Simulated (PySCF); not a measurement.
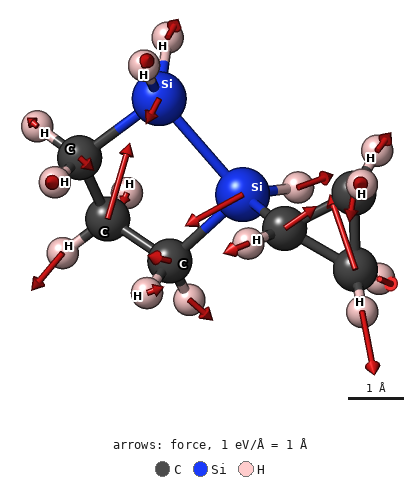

Starting geometry of C6H14Si2 with the computed forces as red arrows. A ball-and-stick model, seen at a tilt.

The start comes from GFN2-xTB. Its atoms were then displaced at random by about 0.01 Å.

The calculation used PySCF, PBE0-D3(BJ)/def2-SVP geometry optimisation, gas phase. 

**What follows when this structure is relaxed?**

It isn't relaxed: the largest force vector, on an H atom, is 1.62 eV/Å. The final displacements have little in common with the starting forces (cosine between the two patterns 0.14). After 9 geometry steps the energy has fallen by 19.3 kJ/mol. The largest move after the best rigid fit is that of an H atom, 0.27 Å. Largest moves by element: H 0.27 Å, C 0.15 Å, Si 0.12 Å. Some distances before and after: H–Si 1.455 → 1.501 Å, C–H 1.052 → 1.094 Å, C–H 1.077 → 1.104 Å, C–C 1.518 → 1.535 Å. Bond angles that change, for instance: Si–Si–H 120.5° → 116.8°, Si–C–H 110.9° → 107.2°, C–C–H 108.1° → 111.7°.
